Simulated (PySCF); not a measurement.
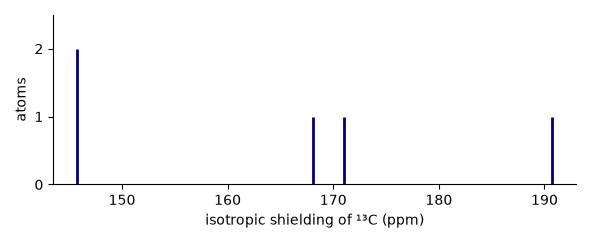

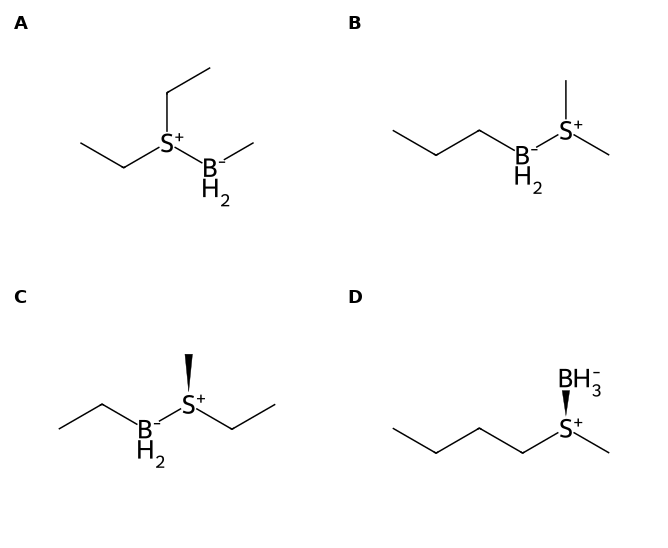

The sticks are computed shieldings of one of the molecules, for one fixed geometry (GFN2-xTB) without averaging over rotations. Low shielding means a high chemical shift. Method: GIAO PBE0/pcSseg-1 NMR shielding, non-relativistic, gas phase (PySCF 2.14.0).

**Which molecule gives this pattern?**

A, `C[BH2-][S+](CC)CC`. Its 5 C atoms give lines at 145.7 (2 atoms), 168.1, 171.0, 190.7 ppm.

The geometry is semi-empirical. Around B such bond lengths and angles can be off by a tenth of an ångström or more and by several degrees, and values that hang on the shape move with them.
